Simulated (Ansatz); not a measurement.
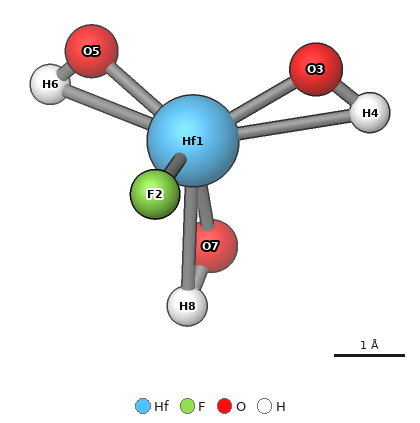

Figure 1. The starting structure (ball-and-stick view, seen at a tilt; atoms are numbered from 1 in the order of the input). Sticks mark near contacts.

Geometry relaxation, with input and output: HfH₃O₃F

- system: HfH₃O₃F
- method: RHF/def2-SVP (Ansatz 0.2.0)

It belongs to a series of runs on one base structure; here: start relaxed. Figures and captions count atoms from 1; the log counts them from 0 in places.

The program's output
```
The last accepted step is kept in [file] (removed where the run ends without a failure and the disk answers)
Engine: ansatz 0.2.0, aarch64-unknown-linux-gnu
Functional definition: HF
  exchange = exact_x
  correlation = 0
1059 factors; integrals over basis functions are off by at most 4.9e-4 eV
mean field evaluation 1: about -10146.8845 eV, gradient 6.9e1 eV
mean field evaluation 2: about -10146.9643 eV, gradient 6.9e1 eV
mean field evaluation 4: about -10155.9038 eV, gradient 3.0e0 eV
mean field evaluation 8: about -10155.9694 eV, gradient 4.1e-1 eV
mean field -10155.96983059 eV, -373.2250073104 hartree, gradient 5.2e-6 eV, S^2 0.000000; 0 other end points of the search recorded, 0 dependent functions left out
the calculation of the forces begins
reference -10155.96983059 eV, -373.2250073104 hartree; 24, 24 occupied and 79, 79 virtual orbitals, 1059 factors
relax step   1: F+E_penalty+E_count = -10155.96983059 eV  Δ(F+E_penalty+E_count) = +0.000e0 eV  max|allowed force component| = 3.615e0 eV/Å  Δτ_max = 0.0000 Å  (41 SCF iters, accepted)
these checks for a lower state are left out or cut short: starts, cluster_reference, orbital_swaps, neighbouring_geometries, increment
1059 factors; integrals over basis functions are off by at most 4.4e-4 eV
mean field evaluation 16: about -10155.3037 eV, gradient 2.1e2 eV
mean field -10156.82648111 eV, -373.2564886367 hartree, gradient 9.1e-6 eV, S^2 0.000000; 0 other end points of the search recorded, 0 dependent functions left out
the calculation of the forces begins
reference -10156.82648111 eV, -373.2564886367 hartree; 24, 24 occupied and 79, 79 virtual orbitals, 1059 factors
relax step   2: F+E_penalty+E_count = -10156.82648111 eV  Δ(F+E_penalty+E_count) = -8.567e-1 eV  max|allowed force component| = 2.698e0 eV/Å  Δτ_max = 0.1927 Å  (40 SCF iters, accepted)
these checks for a lower state are left out or cut short: starts, cluster_reference, orbital_swaps, neighbouring_geometries, increment
1059 factors; integrals over basis functions are off by at most 4.6e-4 eV
mean field evaluation 32: about -10157.1196 eV, gradient 2.0e-4 eV
mean field -10157.11962869 eV, -373.2672616114 hartree, gradient 1.2e-5 eV, S^2 0.000000; 0 other end points of the search recorded, 0 dependent functions left out
the calculation of the forces begins
reference -10157.11962869 eV, -373.2672616114 hartree; 24, 24 occupied and 79, 79 virtual orbitals, 1059 factors
relax step   3: F+E_penalty+E_count = -10157.11962869 eV  Δ(F+E_penalty+E_count) = -2.931e-1 eV  max|allowed force component| = 1.219e0 eV/Å  Δτ_max = 0.1495 Å  (37 SCF iters, accepted)
these checks for a lower state are left out or cut short: starts, cluster_reference, orbital_swaps, neighbouring_geometries, increment
1059 factors; integrals over basis functions are off by at most 4.6e-4 eV
mean field -10157.26364169 eV, -373.2725539913 hartree, gradient 1.2e-5 eV, S^2 0.000000; 0 other end points of the search recorded, 0 dependent functions left out
the calculation of the forces begins
reference -10157.26364169 eV, -373.2725539913 hartree; 24, 24 occupied and 79, 79 virtual orbitals, 1059 factors
relax step   4: F+E_penalty+E_count = -10157.26364169 eV  Δ(F+E_penalty+E_count) = -1.440e-1 eV  max|allowed force component| = 1.052e0 eV/Å  Δτ_max = 0.1400 Å  (37 SCF iters, accepted)
these checks for a lower state are left out or cut short: starts, cluster_reference, orbital_swaps, neighbouring_geometries, increment
1059 factors; integrals over basis functions are off by at most 4.4e-4 eV
mean field -10157.42758482 eV, -373.2785787904 hartree, gradient 1.3e-5 eV, S^2 0.000000; 0 other end points of the search recorded, 0 dependent functions left out
the calculation of the forces begins
reference -10157.42758482 eV, -373.2785787904 hartree; 24, 24 occupied and 79, 79 virtual orbitals, 1059 factors
relax step   5: F+E_penalty+E_count = -10157.42758482 eV  Δ(F+E_penalty+E_count) = -1.639e-1 eV  max|allowed force component| = 4.099e-1 eV/Å  Δτ_max = 0.1998 Å  (35 SCF iters, accepted)
these checks for a lower state are left out or cut short: starts, cluster_reference, orbital_swaps, neighbouring_geometries, increment
1059 factors; integrals over basis functions are off by at most 4.0e-4 eV
mean field -10157.49459139 eV, -373.2810412363 hartree, gradient 1.2e-5 eV, S^2 0.000000; 0 other end points of the search recorded, 0 dependent functions left out
the calculation of the forces begins
reference -10157.49459139 eV, -373.2810412363 hartree; 24, 24 occupied and 79, 79 virtual orbitals, 1059 factors
relax step   6: F+E_penalty+E_count = -10157.49459139 eV  Δ(F+E_penalty+E_count) = -6.701e-2 eV  max|allowed force component| = 1.349e-1 eV/Å  Δτ_max = 0.2000 Å  (35 SCF iters, accepted)
these checks for a lower state are left out or cut short: starts, cluster_reference, orbital_swaps, neighbouring_geometries, increment
1059 factors; integrals over basis functions are off by at most 3.9e-4 eV
mean field evaluation 64: about -10157.4956 eV, gradient 1.3e0 eV
mean field -10157.49850356 eV, -373.2811850059 hartree, gradient 1.3e-5 eV, S^2 0.000000; 0 other end points of the search recorded, 0 dependent functions left out
the calculation of the forces begins
reference -10157.49850356 eV, -373.2811850059 hartree; 24, 24 occupied and 79, 79 virtual orbitals, 1059 factors
relax step   7: F+E_penalty+E_count = -10157.49850356 eV  Δ(F+E_penalty+E_count) = -3.912e-3 eV  max|allowed force component| = 3.927e-2 eV/Å  Δτ_max = 0.0626 Å  (36 SCF iters, accepted)
these checks for a lower state are left out or cut short: starts, cluster_reference, orbital_swaps, neighbouring_geometries, increment
1059 factors; integrals over basis functions are off by at most 4.0e-4 eV
mean field -10157.49873684 eV, -373.2811935791 hartree, gradient 1.3e-5 eV, S^2 0.000000; 0 other end points of the search recorded, 0 dependent functions left out
the calculation of the forces begins
reference -10157.49873684 eV, -373.2811935791 hartree; 24, 24 occupied and 79, 79 virtual orbitals, 1059 factors
relax step   8: F+E_penalty+E_count = -10157.49873684 eV  Δ(F+E_penalty+E_count) = -2.333e-4 eV  max|allowed force component| = 2.096e-3 eV/Å  Δτ_max = 0.0160 Å  (38 SCF iters, accepted)
```

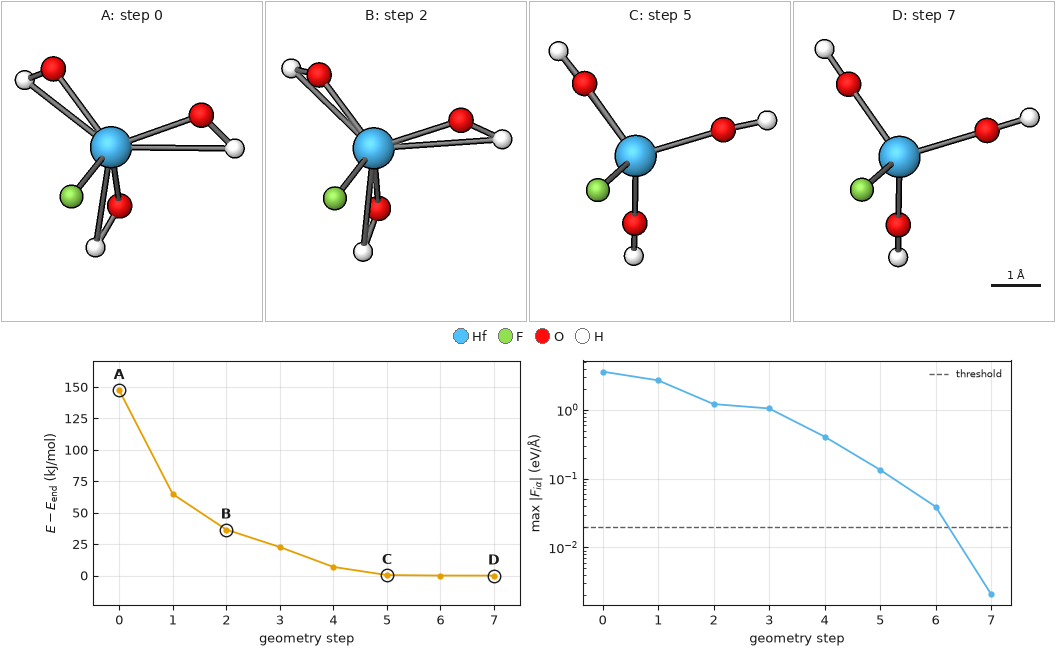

Figure 2. Frames of the relaxation (ball-and-stick view, seen at a tilt) above the curves, on which the letters mark them (the first geometry is step 0 here and step 1 in the log).

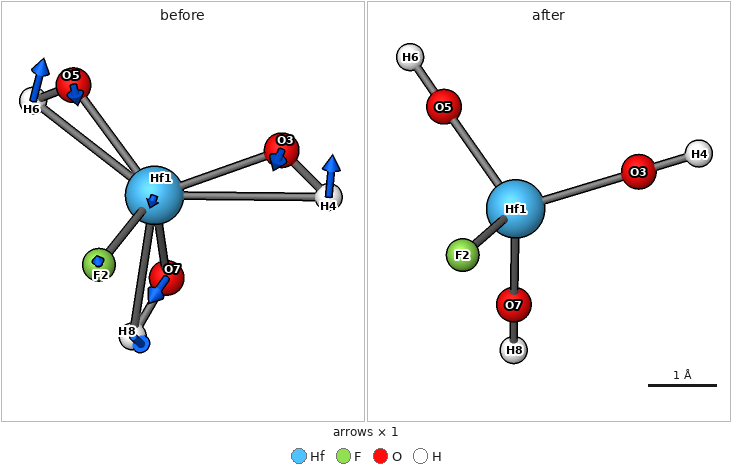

Figure 3. Before (left) and after (right) the relaxation, at one scale (ball-and-stick view, seen at a tilt). The blue arrows give the displacements, at true length. The atom that moves furthest after the best rigid fit is H6 (0.73 Å). Largest moves by element: H 0.73 Å, O 0.57 Å, Hf 0.21 Å, F 0.19 Å. Among the contacts that change: Hf1–H4 2.589 → 2.872 Å, Hf1–O3 2.070 → 1.934 Å, O3–H4 1.010 → 0.938 Å, Hf1–F2 1.980 → 1.936 Å. Among the angles that change: Hf1–O3–H4 109.5° → 178.6°. The energy falls by 147.5 kJ/mol in 7 geometry steps. Largest force component: 3.6 eV/Å at the start, 0.0021 eV/Å at the end. (Atoms are counted from 1 in the order of the input.)

```
1059 factors; integrals over basis functions are off by at most 4.0e-4 eV
mean field -10157.49873684 eV, -373.2811935791 hartree, gradient 1.3e-5 eV, S^2 0.000000; 1 other end points of the search recorded, 0 dependent functions left out
the calculation of the forces begins
reference -10157.49873684 eV, -373.2811935791 hartree; 24, 24 occupied and 79, 79 virtual orbitals, 1059 factors
Total energy: -10157.49873684 eV, -373.2811935791 hartree
Atom 0 at    -0.105060    -0.145933     0.111203 Å, force    -0.000616    -0.000703    -0.001346 eV/Å
Atom 1 at     0.072943     0.197524     2.008114 Å, force     0.000044    -0.000029    -0.000856 eV/Å
Atom 2 at     1.666600    -0.298026    -0.648975 Å, force     0.000730     0.000084     0.000647 eV/Å
Atom 3 at     2.516391    -0.378630    -1.037589 Å, force    -0.002096     0.001281    -0.000039 eV/Å
Atom 4 at    -1.064427     1.330960    -0.687595 Å, force     0.000005     0.000904     0.000632 eV/Å
Atom 5 at    -1.530813     2.035386    -1.094927 Å, force     0.001965    -0.000882    -0.000085 eV/Å
Atom 6 at    -1.086456    -1.796093    -0.119048 Å, force    -0.000953    -0.001778     0.001183 eV/Å
Atom 7 at    -1.561179    -2.593688    -0.253684 Å, force     0.000922     0.001123    -0.000136 eV/Å
Dipole moment:    -0.057228    -0.109785    -0.597321 e Å
```

Trajectory as extended XYZ (Å, eV, eV/Å), 8 frames, from step=1 to step=8
```
8
Properties=species:S:1:pos:R:3:forces:R:3 step=1 energy=-10155.96983
Hf    0.0000    0.0000    0.0000    0.6132   0.8661  -1.0185
F     0.0000    0.0000    1.9800   -0.1129  -0.1668  -1.5144
O     1.9520    0.0000   -0.6893   -1.6488  -3.2334   0.5832
H     2.2684   -0.9521   -0.8060   -0.4747   2.8969   0.1565
O    -0.9750    1.6891   -0.6893   -1.9277  -3.1133   0.2401
H    -1.9328    1.4584   -0.9117    2.6783   1.1313   0.4675
O    -0.9750   -1.6891   -0.6893   -0.2488   0.6862   3.6147
H    -1.4296   -2.1548    0.0831    1.1213   0.9329  -2.5292
8
Properties=species:S:1:pos:R:3:forces:R:3 step=2 energy=-10156.82648
Hf    0.0191    0.0347   -0.0057   -0.1846  -0.1685   0.4794
F    -0.0373   -0.0509    1.9072    0.0175   0.0220   0.6577
O     1.8356   -0.0623   -0.6450    1.8381  -2.1021  -0.8847
H     2.2934   -0.9023   -0.8716   -0.5898   1.9270   0.3612
O    -0.9711    1.5649   -0.6393   -2.6979   0.4509  -1.2078
H    -1.8936    1.5181   -0.9828    1.9915   0.5062   0.6794
O    -0.9291   -1.5692   -0.5457   -1.3428  -1.7676   1.5131
H    -1.4089   -2.1816    0.0604    0.9679   1.1321  -1.5984
8
Properties=species:S:1:pos:R:3:forces:R:3 step=3 energy=-10157.11963
Hf   -0.0121    0.0003    0.0407    0.0423   0.1213  -0.1575
F    -0.0404   -0.0401    1.9700    0.0381   0.0593   0.1401
O     1.8199   -0.0782   -0.6544    0.4275  -1.1257  -0.2795
H     2.3550   -0.8252   -0.9402   -0.3626   1.0084   0.2547
O    -0.9729    1.5637   -0.6515   -1.2190  -0.2163  -0.5100
H    -1.8470    1.6423   -1.0517    1.1081   0.2000   0.4644
O    -0.9683   -1.6240   -0.4777   -0.3825  -0.4969   0.7939
H    -1.4262   -2.2872    0.0424    0.3481   0.4498  -0.7063
8
Properties=species:S:1:pos:R:3:forces:R:3 step=4 energy=-10157.26364
Hf   -0.0303   -0.0350    0.0378    0.1716   0.1742  -0.2334
F    -0.0016    0.0311    1.9766    0.0053   0.0354  -0.1606
O     1.7935   -0.1268   -0.6812    0.3041  -0.7880  -0.0296
H     2.4748   -0.7582   -0.9127   -0.5490   0.7491   0.1613
O    -0.9863    1.5117   -0.7012   -0.9877  -0.1105  -0.1670
H    -1.8603    1.7693   -1.0041    1.0525  -0.1108   0.2932
O    -0.9875   -1.6725   -0.4142   -0.0707   0.0187   0.4040
H    -1.4942   -2.3680   -0.0234    0.0739   0.0319  -0.2680
8
Properties=species:S:1:pos:R:3:forces:R:3 step=5 energy=-10157.42758
Hf   -0.0575   -0.0763    0.0713    0.0556   0.1774   0.1406
F     0.0484    0.1416    1.9993   -0.0008  -0.0139  -0.2029
O     1.7397   -0.2049   -0.6563    0.2483  -0.3033  -0.0896
H     2.5242   -0.6294   -0.9702   -0.2794   0.2837   0.0982
O    -1.0187    1.4369   -0.6830   -0.3889   0.0417  -0.1312
H    -1.7641    1.8937   -1.0451    0.4099  -0.1064   0.1447
O    -1.0310   -1.7089   -0.2712   -0.2058  -0.3134   0.1704
H    -1.5330   -2.5011   -0.1673    0.1611   0.2343  -0.1302
8
Properties=species:S:1:pos:R:3:forces:R:3 step=6 energy=-10157.49459
Hf   -0.0887   -0.1236    0.1151   -0.0412  -0.0681  -0.1349
F     0.0720    0.1903    2.0169    0.0128   0.0252   0.0532
O     1.6834   -0.2817   -0.6467    0.0225  -0.0221   0.0125
H     2.5240   -0.4461   -1.0305   -0.0363   0.0377   0.0122
O    -1.0566    1.3484   -0.6857   -0.0295   0.0117   0.0123
H    -1.5996    1.9977   -1.0913    0.0517  -0.0093   0.0141
O    -1.0702   -1.7696   -0.1425   -0.0012  -0.0013   0.0368
H    -1.5563   -2.5639   -0.2577    0.0211   0.0262  -0.0064
8
Properties=species:S:1:pos:R:3:forces:R:3 step=7 energy=-10157.49850
Hf   -0.1022   -0.1422    0.1109    0.0029   0.0056   0.0393
F     0.0741    0.1983    2.0095   -0.0026  -0.0043  -0.0298
O     1.6715   -0.2952   -0.6457   -0.0153  -0.0048  -0.0054
H     2.5179   -0.3925   -1.0379   -0.0003   0.0076   0.0022
O    -1.0641    1.3353   -0.6847    0.0041  -0.0150  -0.0042
H    -1.5449    2.0278   -1.0958    0.0063   0.0053   0.0016
O    -1.0840   -1.7921   -0.1195    0.0033   0.0049  -0.0069
H    -1.5603   -2.5878   -0.2593    0.0016   0.0006   0.0032
8
Properties=species:S:1:pos:R:3:forces:R:3 step=8 energy=-10157.49874
Hf   -0.1051   -0.1459    0.1112   -0.0006  -0.0007  -0.0013
F     0.0729    0.1975    2.0081    0.0000   0.0000  -0.0009
O     1.6666   -0.2980   -0.6490    0.0007   0.0001   0.0006
H     2.5164   -0.3786   -1.0376   -0.0021   0.0013   0.0000
O    -1.0644    1.3310   -0.6876    0.0000   0.0009   0.0006
H    -1.5308    2.0354   -1.0949    0.0020  -0.0009  -0.0001
O    -1.0865   -1.7961   -0.1190   -0.0010  -0.0018   0.0012
H    -1.5612   -2.5937   -0.2537    0.0009   0.0011  -0.0001
```

This output came from the following input.

Input file
```yaml
crystal:
  periodic: [false, false, false]
  atoms:
    - { symbol: Hf, position_ang: [0.0, 0.0, 0.0] }
    - { symbol: F, position_ang: [0.0, 0.0, 1.98] }
    - { symbol: O, position_ang: [1.952, 0.0, -0.6893] }
    - { symbol: H, position_ang: [2.2684, -0.9521, -0.806] }
    - { symbol: O, position_ang: [-0.975, 1.6891, -0.6893] }
    - { symbol: H, position_ang: [-1.9328, 1.4584, -0.9117] }
    - { symbol: O, position_ang: [-0.975, -1.6891, -0.6893] }
    - { symbol: H, position_ang: [-1.4296, -2.1548, 0.0831] }
basis:
  gaussian: { orbitals: def2-SVP }
hamiltonian:
  xc: hf
relax:
  f_tol: 0.02
  max_steps: 40
```

Launched with:
```bash
ansatz run input.yaml --threads 1 --pin off --max-ram 2048MiB --backend cpu --events-out ev --progress --plain --runs-dir out
```

Summary

| quantity | value |
| --- | --- |
| outcome | converged |
| total energy | −10157.4987 eV |
| mean-field energy | −10157.4987 eV |
| largest force (length of the vector) at the end | 0.002 eV/Å |
| hardware | 1 thread of Arm Neoverse V2, 24 GiB of memory available, shared host |
| wall time | 18 s |
| peak memory | 0.2 GiB |
